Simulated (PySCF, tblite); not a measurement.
# C₅H₁₁OSi radical: geometry, infrared bands and EPR parameters

Aim: predict the infrared bands and EPR parameters of C₅H₁₁OSi radical (`[SiH3]O[C@H]1C[CH]CC1`).

The runs use tblite 0.8.0 and PySCF 2.14.0, with density-fitted response routines of our own; the level of theory stands in each step. All values are computed, except where a source is named. Atoms count from 0, in the outputs and in this text.

## Step 1: The molecule as given

18 atoms, charge 0, multiplicity 2; geometry from: force field or distance geometry start.

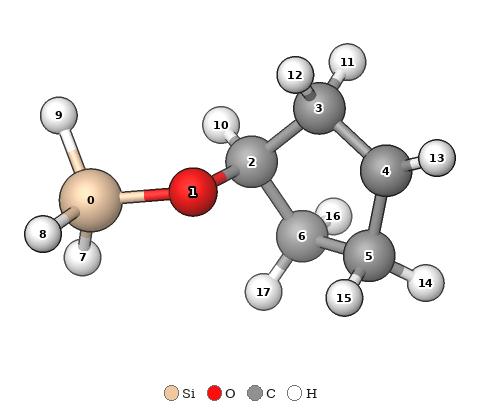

As it starts; silicon light orange, oxygen red, carbon grey, hydrogen white, atoms numbered.

## Step 2: Relaxing the molecule with GFN2-xTB

The job: settings as JSON, then the geometry in Å.

```
{"job": {"kind": "relax", "xc": "GFN2-xTB", "basis": "xTB"}, "charge": 0, "multiplicity": 2}
Si     2.462900     0.909100    -0.930900
O      0.815200     0.839600    -0.643100
C      0.342800     0.023800     0.444800
C     -0.879000     0.729700     1.071900
C     -2.041500     0.200700     0.301500
C     -1.636200    -0.899400    -0.626100
C     -0.248600    -1.277600    -0.106300
H      2.969200    -0.452300    -1.184600
H      2.716100     1.776100    -2.103200
H      3.132500     1.460800     0.270900
H      1.105100    -0.154700     1.196700
H     -0.998500     0.418100     2.128200
H     -0.820300     1.813400     1.025400
H     -3.030500     0.620800     0.333000
H     -2.326500    -1.735200    -0.582000
H     -1.581300    -0.525900    -1.639500
H     -0.347700    -2.007800     0.713600
H      0.357700    -1.732800    -0.895100
```

Run with:

```console
OMP_NUM_THREADS=1 python probes_run.py task.json out
```

One launch serves the whole session: the jobs run in the order shown.

Standard output:

```text
step      E/eV     max force
  0    -601.18156    1.617
  1    -601.25724    0.834
  2    -601.28367    0.434
  3    -601.29839    0.356
  4    -601.30884    0.326
  5    -601.31624    0.302
  6    -601.32708    0.272
  7    -601.33791    0.276
  8    -601.34589    0.189
  9    -601.35088    0.136
 10    -601.35496    0.166
 11    -601.35970    0.212
 12    -601.36464    0.216
 13    -601.36811    0.144
 14    -601.37041    0.134
 15    -601.37272    0.131
 16    -601.37515    0.112
 17    -601.37706    0.088
 18    -601.37848    0.092
 19    -601.37992    0.099
 20    -601.38180    0.114
 21    -601.38396    0.125
 22    -601.38573    0.096
 23    -601.38685    0.070
 24    -601.38763    0.062
 25    -601.38833    0.051
 26    -601.38890    0.052
 27    -601.38928    0.039
 28    -601.38952    0.037
 29    -601.38969    0.033
 30    -601.38981    0.024
 31    -601.38991    0.020
 32    -601.39000    0.022
 33    -601.39009    0.018
 34    -601.39016    0.018
 35    -601.39023    0.020
 36    -601.39032    0.030
 37    -601.39044    0.031
 38    -601.39058    0.030
 39    -601.39071    0.029
 40    -601.39083    0.025
 41    -601.39095    0.028
 42    -601.39107    0.025
 43    -601.39118    0.025
 44    -601.39129    0.024
 45    -601.39142    0.034
 46    -601.39160    0.039
 47    -601.39184    0.039
 48    -601.39214    0.038
 49    -601.39250    0.052
 50    -601.39299    0.055
 51    -601.39363    0.056
 52    -601.39432    0.056
 53    -601.39485    0.045
 54    -601.39519    0.050
 55    -601.39547    0.044
 56    -601.39572    0.035
 57    -601.39591    0.030
 58    -601.39602    0.024
 59    -601.39610    0.028
 60    -601.39619    0.022
 61    -601.39632    0.019
 62    -601.39637    0.017
 63    -601.39644    0.019
 64    -601.39651    0.020
 65    -601.39661    0.020
 66    -601.39671    0.025
 67    -601.39681    0.024
 68    -601.39692    0.022
 69    -601.39705    0.026
 70    -601.39719    0.029
 71    -601.39735    0.030
 72    -601.39758    0.042
 73    -601.39797    0.054
 74    -601.39854    0.060
 75    -601.39913    0.046
 76    -601.39958    0.040
 77    -601.39989    0.045
 78    -601.39999    0.070
 79    -601.40053    0.057
 80    -601.40096    0.043
 81    -601.40164    0.046
 82    -601.40180    0.030
 83    -601.40195    0.028
 84    -601.40233    0.033
 85    -601.40249    0.041
 86    -601.40276    0.033
 87    -601.40290    0.028
 88    -601.40300    0.025
 89    -601.40312    0.023
 90    -601.40324    0.023
 91    -601.40334    0.018
 92    -601.40341    0.018
 93    -601.40347    0.020
 94    -601.40358    0.031
 95    -601.40376    0.036
 96    -601.40393    0.025
 97    -601.40403    0.021
 98    -601.40410    0.026
 99    -601.40418    0.029
100    -601.40429    0.030
101    -601.40439    0.020
102    -601.40448    0.017
103    -601.40455    0.022
104    -601.40461    0.022
105    -601.40467    0.023
106    -601.40472    0.021
107    -601.40480    0.024
108    -601.40494    0.033
109    -601.40513    0.048
110    -601.40544    0.046
111    -601.40570    0.037
112    -601.40586    0.024
113    -601.40596    0.024
114    -601.40605    0.021
115    -601.40614    0.012
116    -601.40618    0.012
117    -601.40620    0.011
118    -601.40621    0.008
```

Run time: 0.72 s. Hardware: 1 thread of Arm Neoverse V1, shared host.

Relaxation path: (not every step is listed)

| step | energy from step 0 (eV) | largest force (eV/Å) |
| --- | --- | --- |
| 0 | 0.0000 | 1.6168 |
| 1 | -0.0757 | 0.8342 |
| 2 | -0.1021 | 0.4340 |
| 3 | -0.1168 | 0.3565 |
| 4 | -0.1273 | 0.3255 |
| 5 | -0.1347 | 0.3018 |
| 6 | -0.1455 | 0.2720 |
| 7 | -0.1563 | 0.2758 |
| 8 | -0.1643 | 0.1893 |
| 18 | -0.1969 | 0.0925 |
| 28 | -0.2080 | 0.0366 |
| 38 | -0.2090 | 0.0298 |
| 48 | -0.2106 | 0.0383 |
| 58 | -0.2145 | 0.0239 |
| 68 | -0.2154 | 0.0220 |
| 78 | -0.2184 | 0.0703 |
| 88 | -0.2214 | 0.0251 |
| 98 | -0.2225 | 0.0260 |
| 108 | -0.2234 | 0.0334 |
| 113 | -0.2244 | 0.0240 |
| 114 | -0.2245 | 0.0211 |
| 115 | -0.2246 | 0.0120 |
| 116 | -0.2246 | 0.0117 |
| 117 | -0.2246 | 0.0107 |
| 118 | -0.2246 | 0.0081 |

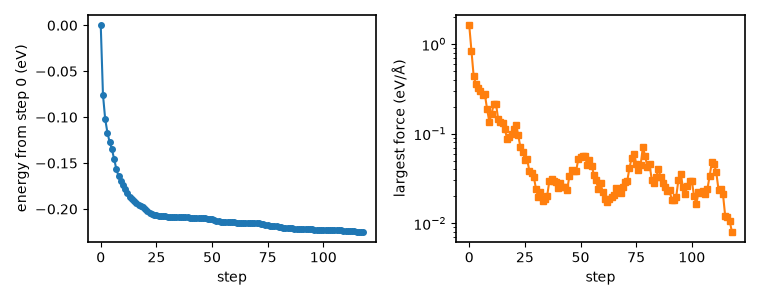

Energy and force, step by step.

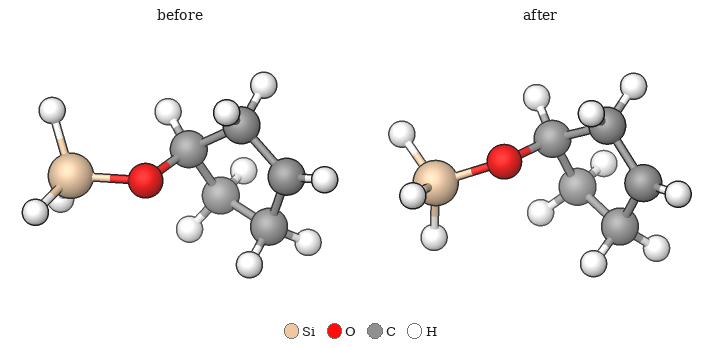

Before and after, at one scale.

Close pairs (by a distance rule), those that changed most:

| bond | before (Å) | after (Å) | change (Å) |
| --- | --- | --- | --- |
| Si0–O1 | 1.674 | 1.613 | -0.061 |
| O1–C2 | 1.440 | 1.398 | -0.041 |
| Si0–H8 | 1.480 | 1.453 | -0.026 |
| C5–H15 | 1.081 | 1.100 | +0.019 |
| C4–C5 | 1.495 | 1.480 | -0.015 |
| Si0–H9 | 1.482 | 1.467 | -0.015 |
| C2–H10 | 1.086 | 1.098 | +0.013 |
| C6–H16 | 1.102 | 1.091 | -0.012 |

The final coordinates are the input of the step that follows.

## Step 3: Infrared spectrum with GFN2-xTB

The job: settings as JSON, then the geometry in Å.

```
{"job": {"kind": "ir", "xc": "GFN2-xTB", "basis": "xTB"}, "charge": 0, "multiplicity": 2}
Si     2.346302     0.799055    -1.034736
O      0.942655     0.923758    -0.249916
C      0.307765     0.094427     0.679667
C     -1.017208     0.756911     1.094000
C     -2.011189     0.192748     0.153589
C     -1.436280    -0.899880    -0.662141
C     -0.130966    -1.239289     0.063817
H      2.381396    -0.333695    -1.968966
H      2.345229     2.081039    -1.719517
H      3.467155     0.626886    -0.103438
H      0.982849    -0.058085     1.532296
H     -1.251164     0.513824     2.139676
H     -0.941308     1.846663     1.027751
H     -2.983410     0.614901    -0.007758
H     -2.105476    -1.760474    -0.756547
H     -1.218268    -0.555995    -1.684167
H     -0.321761    -1.952967     0.866119
H      0.634919    -1.643510    -0.594714
```

Standard output:

```text
mode    cm-1     km/mol
  1      18.0      0.34
  2      94.1      0.23
  3     138.3      0.55
  4     166.5      1.78
  5     187.0      2.86
  6     315.6     26.40
  7     325.6      0.58
  8     409.6      1.70
  9     606.2     73.66
 10     623.2     44.30
 11     650.4     19.68
 12     705.5     19.60
 13     750.5    216.93
 14     763.4     27.98
 15     813.5    265.79
 16     828.6      1.32
 17     845.5    296.37
 18     924.2     13.03
 19     947.9     26.22
 20     960.3      7.38
 21     982.9      3.63
 22    1013.9      9.34
 23    1073.8      0.42
 24    1075.9     69.17
 25    1094.0     45.59
 26    1107.4     15.19
 27    1159.6     29.33
 28    1202.2    118.48
 29    1237.1     33.16
 30    1263.6      2.30
 31    1277.5     11.08
 32    1303.9      1.57
 33    1321.0     18.71
 34    1333.5     16.56
 35    1440.0      4.36
 36    1454.2      1.97
 37    1473.5      3.57
 38    2189.6    397.38
 39    2229.2    216.92
 40    2344.7    259.46
 41    2840.0     30.73
 42    2850.5     23.85
 43    2876.8     92.86
 44    2932.7     47.55
 45    2935.2     25.04
 46    2990.3     45.56
 47    3021.8     38.52
 48    3153.0     44.93
```

Wall time 0.57 s (1 thread of Arm Neoverse V1, shared host).

The strongest bands and the atoms that carry them (share of the mass-weighted mode):

| cm⁻¹ | km/mol | atoms |
| --- | --- | --- |
| 750 | 216.9 | H8 58 %, H9 26 % |
| 814 | 265.8 | H7 40 %, H8 27 %, H9 22 % |
| 846 | 296.4 | H9 42 %, H7 41 % |
| 1202 | 118.5 | C2 35 %, O1 18 %, H11 14 % |
| 2190 | 397.4 | H7 67 %, H9 29 % |
| 2229 | 216.9 | H9 68 %, H7 30 % |
| 2345 | 259.5 | H8 97 % |
| 2877 | 92.9 | H10 90 % |

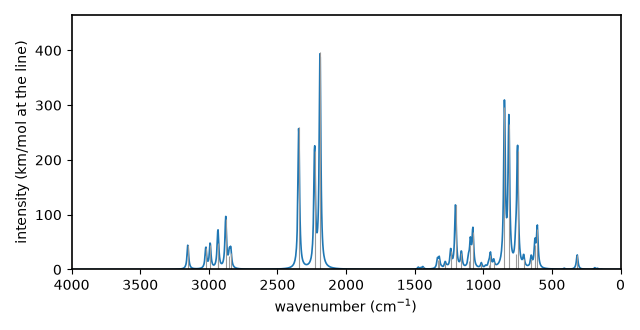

The infrared spectrum from these modes, unscaled. Lines are broadened to a width of 14 cm⁻¹ (Lorentzian).

## Step 4: g tensor and hyperfine couplings: B3LYP/pcH-1

The job, as its differences from that of step 3:

```diff
@@ -1,2 +1,2 @@
-{"job": {"kind": "ir", "xc": "GFN2-xTB", "basis": "xTB"}, "charge": 0, "multiplicity": 2}
+{"job": {"kind": "epr", "basis": "pcH-1"}, "charge": 0, "multiplicity": 2}
 Si     2.346302     0.799055    -1.034736
```

Method: UKS B3LYP, pcH-1 on C H O Si, non-relativistic, mean-field spin-orbit, GIAO.

Standard output:

```text
UKS, coarse grid
  cycle   1  E = -561.74309857  |g| = 5.74e-01
  cycle   2  E = -561.50898143  |g| = 9.71e-01
  cycle   3  E = -561.86195882  |g| = 9.93e-02
  cycle   4  E = -561.86495810  |g| = 4.86e-02
  cycle   5  E = -561.86604777  |g| = 7.81e-03
  cycle   6  E = -561.86607381  |g| = 2.26e-03
  cycle   7  E = -561.86607645  |g| = 1.28e-03
  cycle   8  E = -561.86607775  |g| = 2.69e-04
UKS, final grid
  cycle   1  E = -561.86605869  |g| = 2.92e-04
  cycle   2  E = -561.86605867  |g| = 4.07e-04
  cycle   3  E = -561.86605874  |g| = 4.73e-05
  cycle   4  E = -561.86605874  |g| = 2.43e-05
E = -561.86605874 Eh   <S^2> = 0.7539 (exact 0.7500)
g shifts (ppm)      1          2          3
  rmc          -136       -136       -136
  gc              1         22         17
  oz_so          22        566        799
  total        -114        452        679
hyperfine (MHz)  atom isotope    a_iso     a_fc   dipolar eigenvalues
    0  29Si       0.24       0.24     -0.35      0.17      0.18
    1   17O       0.22       0.22     -0.51      0.02      0.48
    2   13C       2.74       2.74     -1.34     -0.60      1.94
    3   13C     -34.35     -34.36     -2.40      0.25      2.15
    4   13C      91.88      91.98    -80.97    -80.92    161.88
    5   13C     -33.49     -33.51     -2.15      0.26      1.89
    6   13C       3.74       3.74     -1.23     -0.78      2.01
    7    1H       0.96       0.96     -0.70     -0.59      1.29
    8    1H      -0.05      -0.05     -0.60     -0.55      1.16
    9    1H       0.22       0.22     -0.47     -0.43      0.90
   10    1H      -1.31      -1.31     -1.94     -1.60      3.54
   11    1H     139.11     139.11     -5.34     -3.99      9.33
   12    1H      85.33      85.33     -4.89     -3.48      8.37
   13    1H     -61.52     -61.53    -38.66     -0.21     38.87
   14    1H      78.63      78.63     -4.76     -4.11      8.87
   15    1H     142.48     142.48     -5.23     -3.42      8.65
   16    1H      -1.99      -1.99     -3.07     -2.54      5.60
   17    1H      -1.66      -1.66     -1.93     -1.57      3.50
```

Run time: 88 s. Hardware: 1 thread of Arm Neoverse V1, shared host; peak memory 0.97 GiB.

Principal g values 2.00221, 2.00277, 2.00300; g(iso) = 2.00266, against 2.00232 for a free electron.

Hyperfine couplings; where a row names several nuclei, a(iso) is their mean (it holds for fast rotation or exchange) and the dipolar term the largest among them:

| nuclei | isotope | a(iso) (MHz) | a(iso) (G, at g = 2.0023) | largest dipolar term (MHz) |
| --- | --- | --- | --- | --- |
| H15 | 1H | 142.5 | 50.8 | 8.7 |
| H11 | 1H | 139.1 | 49.6 | 9.3 |
| C4 | 13C | 91.9 | 32.8 | 161.9 |
| H12 | 1H | 85.3 | 30.4 | 8.4 |
| H14 | 1H | 78.6 | 28.1 | 8.9 |
| H13 | 1H | -61.5 | -22.0 | 38.9 |
| C3 | 13C | -34.4 | -12.3 | -2.4 |
| C5 | 13C | -33.5 | -12.0 | -2.2 |
| C6 | 13C | 3.7 | 1.3 | 2.0 |
| C2 | 13C | 2.7 | 1.0 | 1.9 |
| H16 | 1H | -2.0 | -0.7 | 5.6 |
| H17 | 1H | -1.7 | -0.6 | 3.5 |
| H10 | 1H | -1.3 | -0.5 | 3.5 |
| H7, H8, H9 | 1H | 0.4 | 0.1 | 1.3 |

Mulliken spin populations:

Si0 0.00; O1 0.00; C2 0.01; C3 -0.09; C4 1.02; C5 -0.09; C6 0.01; H7 0.00; H8 0.00; H9 0.00; H10 0.00; H11 0.06; H12 0.03; H13 -0.04; H14 0.03; H15 0.06; H16 0.00; H17 0.00

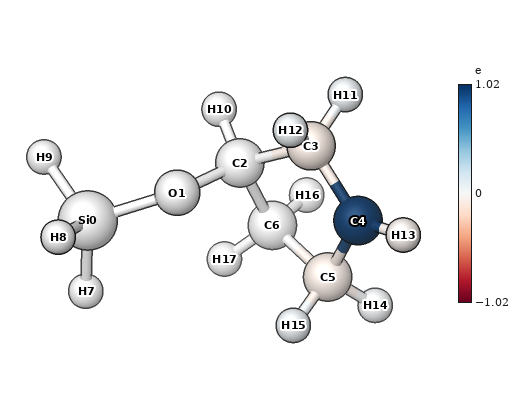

Mulliken spin populations, as colours on the atoms.

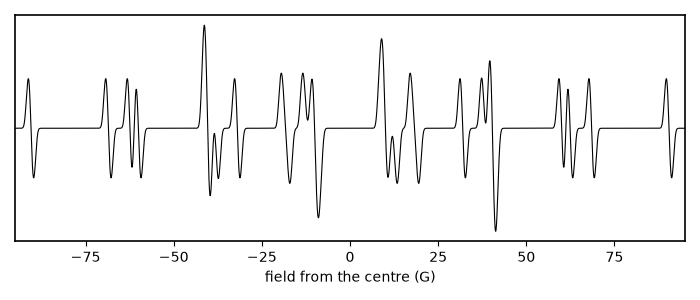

First-order isotropic spectrum (first derivative, main isotopes with spin only, couplings over 0.8 MHz, Gaussian width 0.5 G; couplings of the frozen geometry, rotation of groups not averaged beyond the rows shown).

The fields below are evaluated on a grid from the run's orbitals.

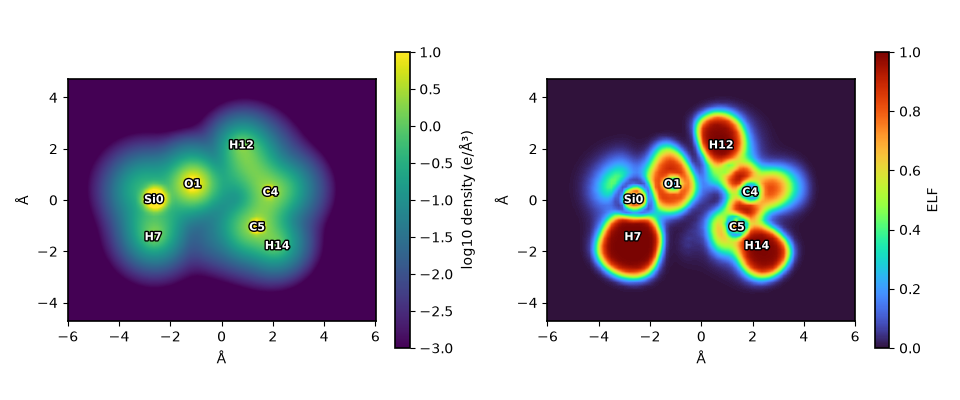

Density (left) and ELF (right) in a plane through or near 7 of the atoms.

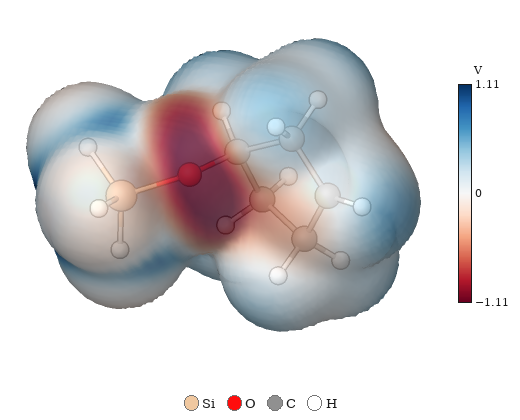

Electrostatic potential on the surface of density 0.002 e/bohr³; red is low, blue high. It runs from -1.08 V near O1 to 1.11 V near H9.

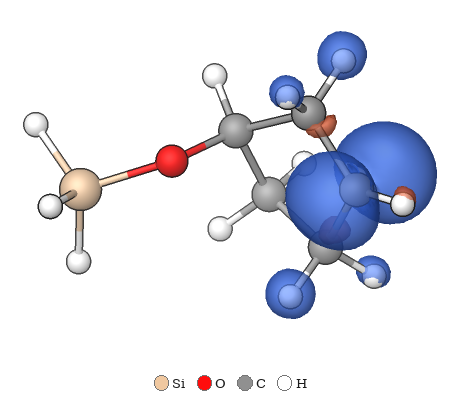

Spin density at ±0.04 e/Å³ (alpha excess blue, beta excess red).

## Step 5: Outcome

```
                                                                  quantity                  value
                                 strongest single infrared mode (GFN2-xTB)  2190 cm⁻¹, 397 km/mol
                                              zero-point energy (GFN2-xTB)          89.0 kcal/mol
                                                            g(iso) (B3LYP)                2.00266
                                                                      ⟨S²⟩     0.754 (exact 0.75)
                                        largest a(iso) (averaged by class)   1H on H15, 142.5 MHz
potential on the surface of density 0.002 e/bohr³, 1st and 99th percentile     -1.08 V and 1.11 V
```

In words: Relaxing lowered the energy by 0.225 eV in 118 steps; the close pair that moved most is Si0–O1, from 1.674 to 1.613 Å. No mode is imaginary among the 48: a minimum at this level. The strongest single mode, at 2190 cm⁻¹, moves mainly H7. GFN2-xTB is a fitted tight-binding method: band positions and strengths are rough. Its intensities can rank the bands wrongly. C4 carries the largest spin population, 1.02 e. The isotropic g lies 0.3 ppt above the free-electron value. These values are for one conformer; the search (at its own cheap level) found 1 more, at 0.12 kcal/mol, and measured spectra average over such forms.
